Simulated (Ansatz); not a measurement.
# Screening in SrLi2SnS4 (I-42m), part 2 of 2

How strongly does SrLi2SnS4 (I-42m) screen? Routes: perturbation theory, a sum over states and the RPA step of G0W0.

Ansatz 0.2.0; linear response on PBE, plane waves, PAW. Known limits of the many-body steps: not at the basis limit; no spin-orbit coupling.

So far. Step 2 (Response to a homogeneous field): One over ε∞ averages 0.20, somewhat under the quarter of exact exchange in PBE0. Step 3 (Independent-particle spectrum): The sum gives ε∞ = 5.78 and 5.54 without local fields.

### 3. Independent-particle spectrum (continued)

Level of this step: independent-particle optics on PBE, plane waves, PAW (Ansatz).

The ε₂ has structure finer than the step of the table below, so its rows give means over 2 eV, whole bins alone (the curve runs from 0 to 25 eV). Peaks (eV: height): xx=yy 3.6: 6.68, 5.5: 10.8; zz 3.5: 4.44, 5.5: 9.54, 6.4: 9.98.

Independent particles, no local fields, Gaussian width 0.2 eV. The ε₂ by photon energy; means over each step:

```tsv
photon energy (eV)	xx=yy	zz
2	0.0120	0.00650
4	4.32	3.60
6	8.60	9.03
8	4.64	4.53
10	2.97	2.50
12	1.47	1.55
14	0.618	0.717
16	0.392	0.408
18	0.210	0.265
20	0.373	0.354
22	0.700	0.760
24	0.409	0.412
```

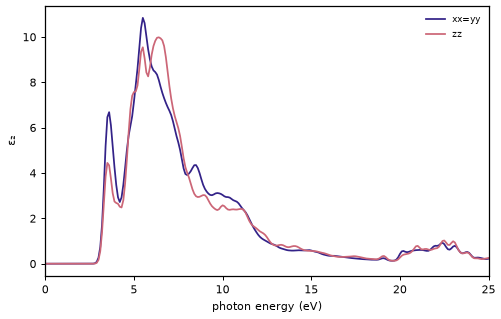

ε₂, plotted against photon energy.

The loss function has structure finer than the step of the table below, so its rows give means over 2 eV, whole bins alone (the curve runs from 0 to 25 eV). Peaks (eV: height): xx=yy 16.1: 2.86, 24.1: 2.26; zz 16.3: 2.91, 24.1: 2.67.

Independent particles, no local fields, Gaussian width 0.2 eV. Loss function against photon energy; means over each step:

```tsv
photon energy (eV)	xx=yy	zz
2	1.5e-4	9.5e-5
4	0.0505	0.0410
6	0.104	0.0899
8	0.212	0.208
10	0.309	0.370
12	0.411	0.473
14	1.23	1.19
16	2.44	2.28
18	1.26	1.23
20	0.460	0.455
22	0.797	0.738
24	1.47	1.61
```

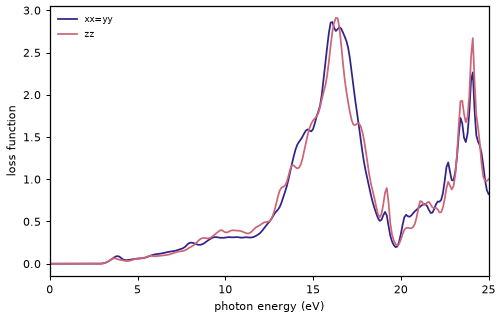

Loss function against photon energy.

### 4. RPA screening from the G0W0 run

G0W0 replaces the xc potential by the self-energy, built once from these orbitals. Only a window of levels is corrected, while the sums run over the empty bands that the input names.

This step: G0W0 on PBE, plane waves, PAW.

input.yaml

```yaml
crystal:
  lattice:
    - [-3.3295, 3.3295, 3.959]
    - [3.3295, -3.3295, 3.959]
    - [3.3295, 3.3295, -3.959]
  atoms:
    - { symbol: Li, position: [0.25, 0.75, 0.5] }
    - { symbol: Li, position: [0.75, 0.25, 0.5] }
    - { symbol: Sr, position: [0.5, 0.5, 0.0] }
    - { symbol: Sn, position: [0.0, 0.0, 0.0] }
    - { symbol: S, position: [0.03526, 0.03526, 0.4132] }
    - { symbol: S, position: [0.96474, 0.37794, 0.0] }
    - { symbol: S, position: [0.62206, 0.62206, 0.5868] }
    - { symbol: S, position: [0.37794, 0.96474, 0.0] }
kpoints:
  mp_grid: { grid: [4, 4, 4] }
hamiltonian:
  xc: pbe
scf:
  occupations: { method: fixed }
gw:
  n_empty_bands: 883
  ecut_chi: 170.0
  qp_bands: [v2, c2]
  qp_kpoints: band_edges
  screening: { model: contour_deformation }
```

The run is started by

```sh
ansatz run input.yaml --threads 2 --pin off --max-ram 92160MiB --backend cuda --events-out ev --progress --plain --runs-dir out --devices 1 --max-vram 13GiB  # rebuilt from the run's record
```

Numbers of over 12 decimals in the logs are rounded to 6 here.

The program printed:

```text
GPUs: using 1 of 1 available (devices: 1).
[...]
GPU FFT provider: cuFFT
GPU libraries: cuBLAS 13.8.2, cuFFT 12.4.0, cuSOLVER 12.3.4
Crystal: 8 atoms, lattice volume = 175.551 Å³
Basis set: ecut = 420 eV, 3445 PW (Γ)
Bands: 35, of which v1, the nominal top of the filled ones, is band 27 counted from 1 (26 counted from 0)
Symmetry: 8 space group operations
[...]
k-points: 13 of 64 (time reversal used)
[...]
1    29      8.9621    -5.0852    -3.8143    -9.2038  0.8051     9.2675     9.2664  root
[...]
12    26      4.5728   -17.7449     2.1114   -14.5980  0.7543     3.5190     3.5373  root
    12    27      5.0506   -18.0946     2.0169   -15.0424  0.7580     3.9987     4.0155  root
    12    28      7.7232    -8.5642    -3.8924   -12.9071  0.7982     8.1758     8.1737  root
    12    29      9.2158    -7.0772    -3.9291   -11.3380  0.7990     9.5489     9.5475  root
[key lines of the parts left out:]
SCF converged after 6 iterations
Free energy (F): -13595.931176 eV
Fermi energy:    5.050584 eV
```

Run time: 2.7 min. Hardware: 1 × NVIDIA H100 80GB HBM3 (shared by 6 runs) with 2 threads of AMD EPYC 7R13 (Zen 3), shared host; peak memory 3.6 GiB; 4.1 min of CPU time.

This step gave:

```
bands summed                                 : 910
RPA ε∞ on this mesh (eigenvalues)            : 4.579, 4.718, 4.718
plane waves in the screening matrix          : 881
G0W0 gap on the mesh                         : 4.114 eV
k of the valence top                         : -0.5, -0.5, -0.5
k of the conduction bottom                   : 0, 0, 0
starting gap on the mesh                     : 2.673 eV
least direct G0W0 gap on the computed points : 4.158 eV
```

The gap on the mesh goes from 2.67 eV to 4.11 eV, a correction of +1.44 eV, though a band edge has moved to another state.

Mean over the mesh in bins of 0.25 1/Å. Table of static inverse dielectric function, diagonal by length of q+G:

```tsv
length of q+G (Å⁻¹)	static inverse dielectric function, diagonal
0.32	0.238
0.79	0.342
1.25	0.466
1.77	0.603
2.25	0.712
2.76	0.793
3.26	0.851
3.75	0.894
4.26	0.927
4.75	0.949
5.25	0.965
5.75	0.976
6.25	0.985
6.65	0.989
```

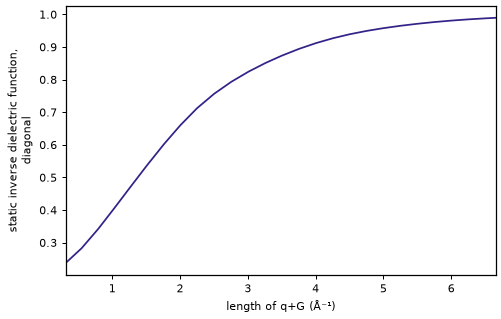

Static inverse dielectric function, diagonal, plotted against length of q+G.

### 5. The values together

Times are wall times on 1 × NVIDIA H100 80GB HBM3 (shared by 6 runs) with 2 threads of AMD EPYC 7R13 (Zen 3), shared host, good to a factor of about two.

```tsv
method	mesh	ε∞, low	middle	high	mean	time
perturbation theory (local fields and xc kernel)	4×4×4 (response on 64 points)	4.94	5.09	5.09	5.04	34 s
sum over states (no local fields)	6×6×6	5.54	5.78	5.78	5.70	30 s
RPA with local fields, on the GW mesh	4×4×4	4.58	4.72	4.72	4.67	2.7 min
```

### 6. What came out

| Property | Result |
| --- | --- |
| perturbation theory (local fields and xc kernel) | 4.94, 5.09, 5.09 |
| sum over states (no local fields) | 5.54, 5.78, 5.78 |
| RPA with local fields, on the GW mesh | 4.58, 4.72, 4.72 |

What this shows: Mean Born effective charge: Li1 1.06, Sr3 2.61, Sn4 3.06, S5 -1.95 e. Distinct peaks of the ε₂ (xx=yy) stand at 3.6 and 5.5 eV; the one at 5.5 eV is strongest. Distinct peaks of the loss function (xx=yy) stand at 16.1 and 24.1 eV; the one at 16.1 eV is strongest. The sum without local fields gives 5.70 in the mean against 5.04 by perturbation theory; local fields lower ε∞ and the xc kernel gives part of it back, though the sum also carries the error of its own mesh. The RPA values on the 4×4×4 mesh average 0.93 times those of perturbation theory (means 4.67 and 5.04). Without the xc kernel RPA should lie a little lower, as the mean does. PBE usually puts the gap too low, which tends to raise ε∞. Ions are clamped, so the lattice part of the static constant is not in these numbers.

[Paths, hosts, dates, memory and timing lines, banners, echoed tables and standing remarks are left out of the program output.]

[Logs are printed without paths, hosts, clocks, repeated set-up lines and the standing remarks that a program may print on its own settings, such as how far it seeks lower states.]

[Runs of the session that timed out or met a known fault of the program may be left out.]

[Cells called generated may have been cut or substituted from an entry of the Crystallography Open Database or the Materials Project.]

[Hosts, paths, dates, database ids (printed as entryN), source tags and the programs' standing remarks are cut or masked in the printed files.]
